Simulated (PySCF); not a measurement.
# Ti⁺, Ti²⁺: ionisation energy in jorge-DZP-DKH

Wanted: the ionisation energy of titanium, up a ladder of methods.

Method: unrestricted determinants in a Gaussian basis, no spin-orbit coupling in the energies. Code: PySCF 2.14.0.

### 1 What is computed

| Property | Result |
| --- | --- |
| Element | titanium (Z = 22) |
| Basis | jorge-DZP-DKH |
| Hamiltonian | the spin-free X2C one-electron Hamiltonian (Gaussian nucleus) |
| State 1 | Ti⁺: [Ar] 3d2 4s1, high-spin 4F determinant |
| State 2 | Ti²⁺: [Ar] 3d2, high-spin 3F determinant |
| Methods | UHF, LDA, TPSS, MP2 |
| Core shells frozen in the correlated runs | valence: [Ar] (for Ti⁺) |

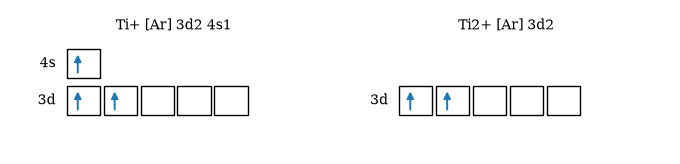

Outer shells as boxes.

The runs were made by one driver on top of PySCF. The scripts below sum up each run's settings (the driver also hands on starting orbitals that pick excited configurations, and frozen orbitals as a list rather than a count), and the logs come from the driver's own runs. The driver starts from symmetry-adapted Hartree-Fock orbitals, holds the occupation by maximum overlap and uses a logarithmic radial grid for functionals, so a plain start would take other cycles.

The driver's launch:

```
> OMP_NUM_THREADS=1 python atomrun2.py TASK.json OUT
```

The integrals over 43 functions and the set-up took 0.2 s of CPU time.

### 2 Ti⁺: the ladder of methods

UHF:

input.py

```python
from pyscf import gto, scf, dft, mp, cc
import basis_set_exchange as bse
mol = gto.M(atom="Ti 0 0 0", charge=1, spin=3, symmetry="D2h",
            basis=gto.basis.parse(bse.get_basis("jorge-DZP-DKH", elements=["Ti"], fmt="nwchem", header=False)),
            nucmod="G")
mf = scf.UHF(mol).sfx2c1e()
mf.irrep_nelec = {'Ag': (5, 3), 'B1g': (1, 0), 'B1u': (2, 2), 'B2u': (2, 2), 'B3u': (2, 2)}
mf.kernel()
```

The program printed:

```text
damping factor = 0
level_shift factor = 0
DIIS = <class 'pyscf.scf.diis.CDIIS'>
diis_start_cycle = 1
diis_space = 10
diis_damp = 0
SCF conv_tol = 1e-09
SCF conv_tol_grad = None
number electrons alpha = 12  beta = 9
cycle= 1 E= -852.513442594182  delta_E= -0.00396  |g|= 0.0176  |ddm|= 0.0336
cycle= 2 E= -852.513542963199  delta_E= -0.0001  |g|= 0.00286  |ddm|= 0.00559
cycle= 3 E= -852.513545777764  delta_E= -2.81e-06  |g|= 0.000143  |ddm|= 0.00136
cycle= 4 E= -852.513545793029  delta_E= -1.53e-08  |g|= 5.86e-05  |ddm|= 0.000332
cycle= 5 E= -852.513545795895  delta_E= -2.87e-09  |g|= 8.37e-06  |ddm|= 0.00028
cycle= 6 E= -852.513545795989  delta_E= -9.39e-11  |g|= 1.1e-06  |ddm|= 8.44e-05
converged SCF energy = -852.513545795989  <S^2> = 3.7519155  2S+1 = 4.0009576
```

It took 0.29 s on 1 thread of Neoverse-N1, shared host, the integrals not counted.

The occupied shells:

```
shell  electrons  mean orbital energy (eV)  spread (eV)  rms radius (bohr)
 1s α          1                   -5025.1            0             0.0804
 1s β          1                   -5025.0            0             0.0804
 2s α          1                   -596.77            0              0.351
 2s β          1                   -595.74            0              0.351
 2p α          3                   -492.56            0              0.320
 2p β          3                   -491.64            0              0.320
 3s α          1                   -88.070            0               1.08
 3s β          1                   -84.249            0               1.08
 3p α          3                   -58.324            0               1.18
 3p β          3                   -53.891            0               1.18
 3d α          2                   -19.130            0               1.63
 4s α          1                   -12.999            0               3.50
```

⟨S²⟩ = 3.752, ⟨L²⟩ = 12.03.

LDA:

input.py differs from the last one in:

```diff
@@ -5,3 +5,3 @@
             nucmod="G")
-mf = scf.UHF(mol).sfx2c1e()
+mf = dft.UKS(mol, xc="LDA,VWN").sfx2c1e()
 mf.irrep_nelec = {'Ag': (5, 3), 'B1g': (1, 0), 'B1u': (2, 2), 'B2u': (2, 2), 'B3u': (2, 2)}
```

The program printed:

```text
damping factor = 0
level_shift factor = 0
DIIS = <class 'pyscf.scf.diis.CDIIS'>
diis_start_cycle = 1
diis_space = 10
diis_damp = 0
SCF conv_tol = 1e-09
SCF conv_tol_grad = None
number electrons alpha = 12  beta = 9
XC functionals = LDA,VWN
    P. A. M. Dirac.,  Math. Proc. Cambridge Philos. Soc. 26, 376 (1930)
    F. Bloch.,  Z. Phys. 57, 545 (1929)
    S. H. Vosko, L. Wilk, and M. Nusair.,  Can. J. Phys. 58, 1200 (1980)
cycle= 1 E= -851.338621203614  delta_E= -0.0168  |g|= 0.0588  |ddm|= 0.499
cycle= 2 E= -851.338689375007  delta_E= -6.82e-05  |g|= 0.0227  |ddm|= 0.0844
cycle= 3 E= -851.338762393774  delta_E= -7.3e-05  |g|= 0.00742  |ddm|= 0.0273
cycle= 4 E= -851.33877637467  delta_E= -1.4e-05  |g|= 0.000378  |ddm|= 0.00959
cycle= 5 E= -851.338776423705  delta_E= -4.9e-08  |g|= 1.7e-05  |ddm|= 0.00047
cycle= 6 E= -851.338776423798  delta_E= -9.29e-11  |g|= 6.16e-07  |ddm|= 4.98e-05
converged SCF energy = -851.338776423798  <S^2> = 3.7500771  2S+1 = 4.0000386
```

It took 0.59 s on 1 thread of Neoverse-N1, shared host, the integrals not counted.

TPSS:

input.py differs from the last one in:

```diff
@@ -5,3 +5,3 @@
             nucmod="G")
-mf = dft.UKS(mol, xc="LDA,VWN").sfx2c1e()
+mf = dft.UKS(mol, xc="TPSS").sfx2c1e()
 mf.irrep_nelec = {'Ag': (5, 3), 'B1g': (1, 0), 'B1u': (2, 2), 'B2u': (2, 2), 'B3u': (2, 2)}
```

The program printed:

```text
damping factor = 0
level_shift factor = 0
DIIS = <class 'pyscf.scf.diis.CDIIS'>
diis_start_cycle = 1
diis_space = 10
diis_damp = 0
SCF conv_tol = 1e-09
SCF conv_tol_grad = None
number electrons alpha = 12  beta = 9
XC functionals = TPSS
    J. Tao, J. P. Perdew, V. N. Staroverov, and G. E. Scuseria.,  Phys. Rev. Lett. 91, 146401 (2003)
    J. P. Perdew, J. Tao, V. N. Staroverov, and G. E. Scuseria.,  J. Chem. Phys. 120, 6898 (2004)
    J. Tao, J. P. Perdew, V. N. Staroverov, and G. E. Scuseria.,  Phys. Rev. Lett. 91, 146401 (2003)
    J. P. Perdew, J. Tao, V. N. Staroverov, and G. E. Scuseria.,  J. Chem. Phys. 120, 6898 (2004)
cycle= 1 E= -853.468798441274  delta_E= -0.00612  |g|= 0.0152  |ddm|= 0.363
cycle= 2 E= -853.468816884927  delta_E= -1.84e-05  |g|= 0.00389  |ddm|= 0.0396
cycle= 3 E= -853.468817858243  delta_E= -9.73e-07  |g|= 0.000892  |ddm|= 0.00192
cycle= 4 E= -853.468818055512  delta_E= -1.97e-07  |g|= 0.000149  |ddm|= 0.00187
cycle= 5 E= -853.468818062898  delta_E= -7.39e-09  |g|= 1.02e-05  |ddm|= 0.000137
cycle= 6 E= -853.468818062931  delta_E= -3.33e-11  |g|= 5.3e-07  |ddm|= 2.62e-05
converged SCF energy = -853.468818062931  <S^2> = 3.7504237  2S+1 = 4.0002118
```

It took 2.3 s on 1 thread of Neoverse-N1, shared host, the integrals not counted.

MP2 (valence):

input.py differs from the last one in:

```diff
@@ -5,4 +5,5 @@
             nucmod="G")
-mf = dft.UKS(mol, xc="TPSS").sfx2c1e()
+mf = scf.UHF(mol).sfx2c1e()
 mf.irrep_nelec = {'Ag': (5, 3), 'B1g': (1, 0), 'B1u': (2, 2), 'B2u': (2, 2), 'B3u': (2, 2)}
 mf.kernel()
+mp.UMP2(mf, frozen=9).kernel()
```

This step left no log, only its results.

It took 0.01 s on 1 thread of Neoverse-N1, shared host, the integrals not counted.

With 3 electrons correlated, the MP2 correlation energy is -0.00698 hartree (-0.00698 same spin, 0.00000 opposite spin); the SCS form gives -0.00233. Largest pairs of shells: 3d-4s -0.0042, 3d-3d -0.0028, 4s-4s 0.0000.

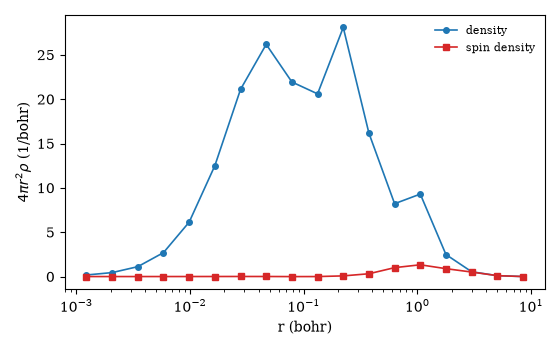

Radial density 4πr²ρ of Ti⁺ at UHF, at 18 stored radii joined by straight lines.

### 3 Ti²⁺

UHF:

input.py

```python
from pyscf import gto, scf, dft, mp, cc
import basis_set_exchange as bse
mol = gto.M(atom="Ti 0 0 0", charge=2, spin=2, symmetry="D2h",
            basis=gto.basis.parse(bse.get_basis("jorge-DZP-DKH", elements=["Ti"], fmt="nwchem", header=False)),
            nucmod="G")
mf = scf.UHF(mol).sfx2c1e()
mf.irrep_nelec = {'Ag': (4, 3), 'B1g': (1, 0), 'B1u': (2, 2), 'B2u': (2, 2), 'B3u': (2, 2)}
mf.kernel()
```

The program printed:

```text
damping factor = 0
level_shift factor = 0
DIIS = <class 'pyscf.scf.diis.CDIIS'>
diis_start_cycle = 1
diis_space = 10
diis_damp = 0
SCF conv_tol = 1e-09
SCF conv_tol_grad = None
number electrons alpha = 11  beta = 9
cycle= 1 E= -852.038802905555  delta_E= -0.00401  |g|= 0.0177  |ddm|= 0.0339
cycle= 2 E= -852.038903474488  delta_E= -0.000101  |g|= 0.00285  |ddm|= 0.00554
cycle= 3 E= -852.038906196717  delta_E= -2.72e-06  |g|= 0.000101  |ddm|= 0.00112
cycle= 4 E= -852.038906203148  delta_E= -6.43e-09  |g|= 3.68e-05  |ddm|= 0.000107
cycle= 5 E= -852.038906203981  delta_E= -8.32e-10  |g|= 5e-06  |ddm|= 4.56e-05
converged SCF energy = -852.038906203981  <S^2> = 2.0018812  2S+1 = 3.0012539
```

Time after the integrals: 0.21 s (1 thread of Neoverse-N1, shared host).

Orbital energies by shell (radii are means over both spins):

```csv
shell,electrons,mean orbital energy (eV),spread (eV),rms radius (bohr)
1s β,1,-5033.9,0,0.0804
1s α,1,-5033.9,0,0.0804
2s α,1,-605.36,0,0.351
2s β,1,-604.44,0,0.351
2p α,3,-501.27,0,0.320
2p β,3,-500.36,0,0.320
3s α,1,-96.495,0,1.08
3s β,1,-92.909,0,1.08
3p α,3,-66.987,0,1.18
3p β,3,-62.554,0,1.18
3d α,2,-27.794,0,1.57
```

⟨S²⟩ = 2.002, ⟨L²⟩ = 12.03.

LDA:

input.py differs from the last one in:

```diff
@@ -5,3 +5,3 @@
             nucmod="G")
-mf = scf.UHF(mol).sfx2c1e()
+mf = dft.UKS(mol, xc="LDA,VWN").sfx2c1e()
 mf.irrep_nelec = {'Ag': (4, 3), 'B1g': (1, 0), 'B1u': (2, 2), 'B2u': (2, 2), 'B3u': (2, 2)}
```

The program printed:

```text
damping factor = 0
level_shift factor = 0
DIIS = <class 'pyscf.scf.diis.CDIIS'>
diis_start_cycle = 1
diis_space = 10
diis_damp = 0
SCF conv_tol = 1e-09
SCF conv_tol_grad = None
number electrons alpha = 11  beta = 9
XC functionals = LDA,VWN
    P. A. M. Dirac.,  Math. Proc. Cambridge Philos. Soc. 26, 376 (1930)
    F. Bloch.,  Z. Phys. 57, 545 (1929)
    S. H. Vosko, L. Wilk, and M. Nusair.,  Can. J. Phys. 58, 1200 (1980)
cycle= 1 E= -850.818879432719  delta_E= -0.0149  |g|= 0.0562  |ddm|= 0.141
cycle= 2 E= -850.818933822334  delta_E= -5.44e-05  |g|= 0.0155  |ddm|= 0.019
cycle= 3 E= -850.818956038207  delta_E= -2.22e-05  |g|= 0.00481  |ddm|= 0.00876
cycle= 4 E= -850.818960927951  delta_E= -4.89e-06  |g|= 0.000346  |ddm|= 0.00294
cycle= 5 E= -850.818960962261  delta_E= -3.43e-08  |g|= 3.07e-06  |ddm|= 0.000241
cycle= 6 E= -850.818960962263  delta_E= -2.27e-12  |g|= 4.37e-08  |ddm|= 2.23e-06
converged SCF energy = -850.818960962263  <S^2> = 2.0001028  2S+1 = 3.0000685
```

It took 0.59 s on 1 thread of Neoverse-N1, shared host, the integrals not counted.

TPSS:

input.py differs from the last one in:

```diff
@@ -5,3 +5,3 @@
             nucmod="G")
-mf = dft.UKS(mol, xc="LDA,VWN").sfx2c1e()
+mf = dft.UKS(mol, xc="TPSS").sfx2c1e()
 mf.irrep_nelec = {'Ag': (4, 3), 'B1g': (1, 0), 'B1u': (2, 2), 'B2u': (2, 2), 'B3u': (2, 2)}
```

The program printed:

```text
damping factor = 0
level_shift factor = 0
DIIS = <class 'pyscf.scf.diis.CDIIS'>
diis_start_cycle = 1
diis_space = 10
diis_damp = 0
SCF conv_tol = 1e-09
SCF conv_tol_grad = None
number electrons alpha = 11  beta = 9
XC functionals = TPSS
    J. Tao, J. P. Perdew, V. N. Staroverov, and G. E. Scuseria.,  Phys. Rev. Lett. 91, 146401 (2003)
    J. P. Perdew, J. Tao, V. N. Staroverov, and G. E. Scuseria.,  J. Chem. Phys. 120, 6898 (2004)
    J. Tao, J. P. Perdew, V. N. Staroverov, and G. E. Scuseria.,  Phys. Rev. Lett. 91, 146401 (2003)
    J. P. Perdew, J. Tao, V. N. Staroverov, and G. E. Scuseria.,  J. Chem. Phys. 120, 6898 (2004)
cycle= 1 E= -852.967477371964  delta_E= -0.00496  |g|= 0.0141  |ddm|= 0.0803
cycle= 2 E= -852.96748611046  delta_E= -8.74e-06  |g|= 0.00248  |ddm|= 0.00757
cycle= 3 E= -852.96748719172  delta_E= -1.08e-06  |g|= 0.00122  |ddm|= 0.00234
cycle= 4 E= -852.967487525329  delta_E= -3.34e-07  |g|= 1.89e-05  |ddm|= 0.000712
cycle= 5 E= -852.967487525398  delta_E= -6.83e-11  |g|= 3.08e-06  |ddm|= 1.43e-05
converged SCF energy = -852.967487525398  <S^2> = 2.0004267  2S+1 = 3.0002844
```

Time after the integrals: 1.9 s (1 thread of Neoverse-N1, shared host).

MP2 (valence):

input.py differs from the last one in:

```diff
@@ -5,4 +5,5 @@
             nucmod="G")
-mf = dft.UKS(mol, xc="TPSS").sfx2c1e()
+mf = scf.UHF(mol).sfx2c1e()
 mf.irrep_nelec = {'Ag': (4, 3), 'B1g': (1, 0), 'B1u': (2, 2), 'B2u': (2, 2), 'B3u': (2, 2)}
 mf.kernel()
+mp.UMP2(mf, frozen=9).kernel()
```

The driver printed no log here.

It took 0.01 s on 1 thread of Neoverse-N1, shared host, the integrals not counted.

With 2 electrons correlated, the MP2 correlation energy is -0.00241 hartree (-0.00241 same spin, 0.00000 opposite spin); the SCS form gives -0.00080. Largest pairs of shells: 3d-3d -0.0024.

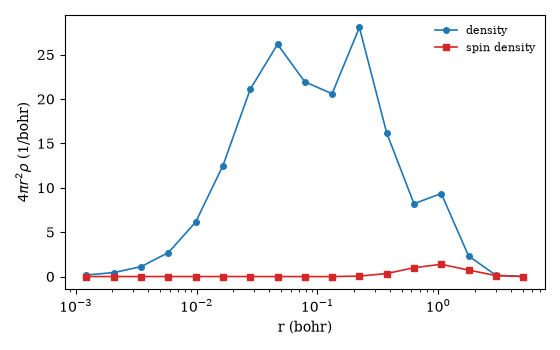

Radial density 4πr²ρ of Ti²⁺ at UHF, at 17 stored radii joined by straight lines.

### 4 Orbital energies side by side

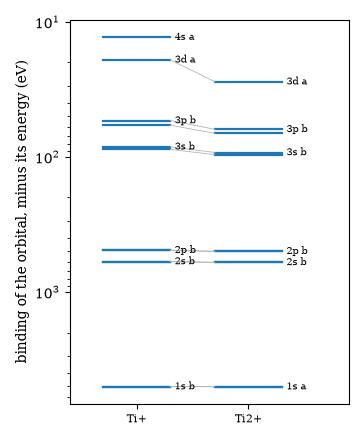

Hartree-Fock orbital energies of the states on a logarithmic scale (a, b: spin up and down; * marks an excited configuration).

### 5 Differences of total energies

Ionisation energy: Ti⁺ [Ar] 3d2 4s1 (4F) → Ti²⁺ [Ar] 3d2 (3F).

| method | value (eV) | less the reference (eV) | CPU time, both states (s) |
| --- | --- | --- | --- |
| UHF | 12.916 | -0.660 | 0.5 |
| LDA | 14.145 | +0.569 | 1.2 |
| TPSS | 13.642 | +0.066 | 4.2 |
| MP2 (valence) | 13.040 | -0.536 | 0.52 |
| SCS-MP2 (valence) | 12.957 | -0.618 | 0.52 |

Reference: 13.575 eV (measured; NIST Atomic Spectra Database, ionization energies). The reference lies between the lowest fine-structure levels, while these numbers refer to the centres of the terms. Errors of the correlated levels include the incompleteness of this basis.

Times are CPU seconds on a shared host without the integrals; correlated rows include their Hartree-Fock run, whose time holds the symmetry-adapted start and any spin-orbit constants, while functionals begin from orbitals already made.

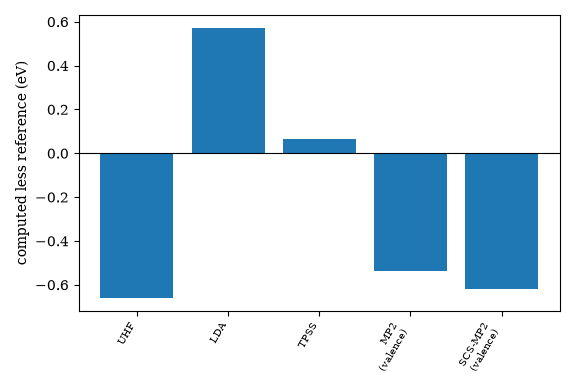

Computed less reference values by method, where the reference is not like for like or is itself uncertain.

### 6 Outcome

| quantity | value |
| --- | --- |
| ionisation energy, Ti⁺ | UHF 12.916, MP2 (valence) 13.040 eV; reference 13.575 |

What this shows: The methods span 1.229 eV, from UHF (12.916) to LDA (14.145). The reference is uncertain or not like for like (spin-orbit coupling or other relativistic terms), so no ranking of close methods is drawn. All values hold for this basis alone; no basis-set limit was taken.
